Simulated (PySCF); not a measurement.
**C$_{3}$H$_{7}$FO$_{2}$Si$_{2}$: density, localisation and related maps**

Input file:

```
{"job": {"kind": "nmr", "xc": "PBE0", "basis": "pcSseg-1"}, "charge": 0, "multiplicity": 1}
F     -2.825690     0.642688     1.291874
C     -1.740513     0.540906     0.504522
C     -0.664439     1.298123     0.661477
C      0.441274     0.984162    -0.308966
O      1.567278     0.552272     0.351830
Si     1.938532    -0.954121     0.848773
O     -0.004731     0.035772    -1.236499
Si    -1.472022    -0.635249    -0.953522
H     -0.494586     2.047719     1.414953
H      0.731330     1.884272    -0.876880
H      3.195615    -0.625719     1.502719
H      2.085556    -1.879011    -0.274903
H      0.923893    -1.485428     1.767172
H     -2.318770    -0.365672    -2.106896
H     -1.367140    -2.032723    -0.550014
```

Command:

```sh
OMP_NUM_THREADS=1 python probes_run.py task.json out
```

Geometry: GFN2-xTB.

Computed with PBE0/pcSseg-1, SCF density, gas phase, non-relativistic (PySCF 2.14.0).

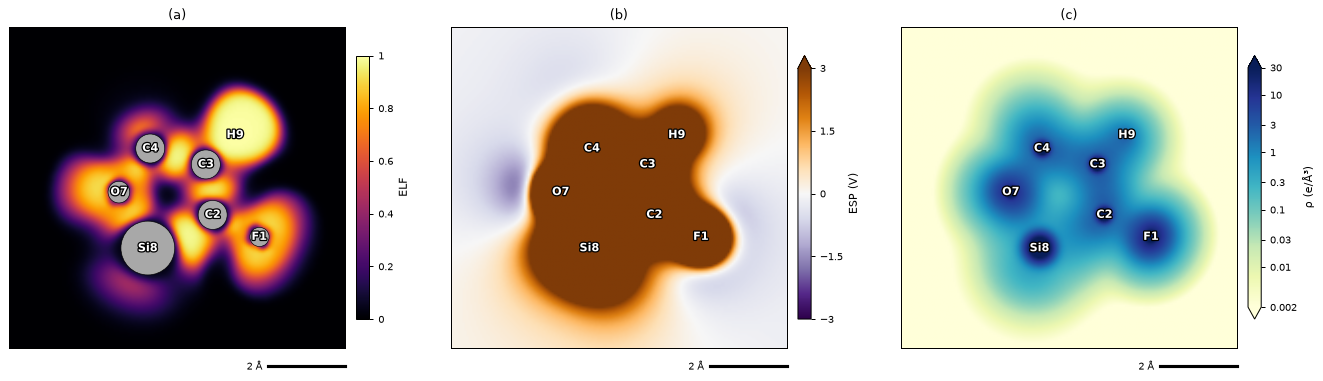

Figure 1. (a) electron localisation function; (b) molecular electrostatic potential; (c) total electron density on the plane of atoms F1, C2 and C3. Grey discs cover the atomic cores in the ELF map.

### What does the map show?

- The section cuts through F, C, O, Si and H sites.
- C–C (1.33 Å): the density is about 2.3 e/Å³ at the midpoint; the ELF peaks at about 0.90 between the atoms; a short, multiple covalent bond.
- C–F (1.34 Å): ρ is about 2.3 e/Å³ halfway, with its minimum of 1.7 e/Å³ about 0.5 Å from C; the ELF peaks at about 0.85 between the atoms, as expected for a polar covalent bond.
- C–O (1.40 Å): ρ is about 2.1 e/Å³ halfway, with its minimum of 1.8 e/Å³ about 0.5 Å from C; the ELF peaks at about 0.90 between the atoms (a polar covalent bond).
- Si–O (1.64 Å): the density is about 1.2 e/Å³ at the midpoint; the ELF peaks at about 0.85 between the atoms; a shared but strongly polarised pair.
- C–Si (1.89 Å): ρ at the midpoint is about 0.93 e/Å³; the ELF peaks at about 0.95 between the atoms, as expected for a shared electron pair.
- The ELF also peaks beside F1 and O7, away from the bonds: lone-pair regions.
- Outside the dense part of the molecule the potential is most negative (−1.6 V) near O7.

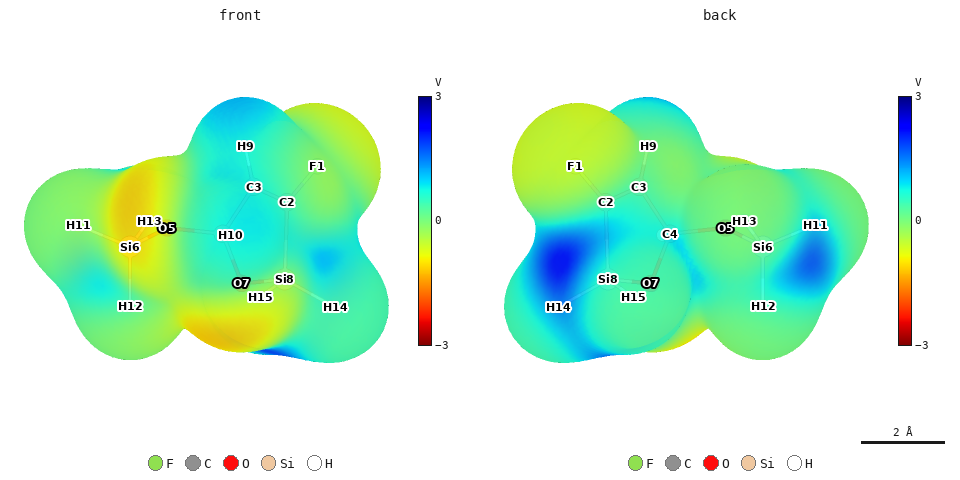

Figure 2. The molecular electrostatic potential painted on the density surface at 0.002 e/bohr³, seen from the front and from behind; red is negative and blue positive.

### Which sites attract a positive test charge, and which a negative one?

A positive charge is drawn to the negative regions and a negative charge to the positive ones. The most negative region (about −1.2 V, or −28 kcal/mol for a unit charge) lies over O5 and O7, the most positive (about +2.1 V, or +48 kcal/mol for a unit charge) over Si8.
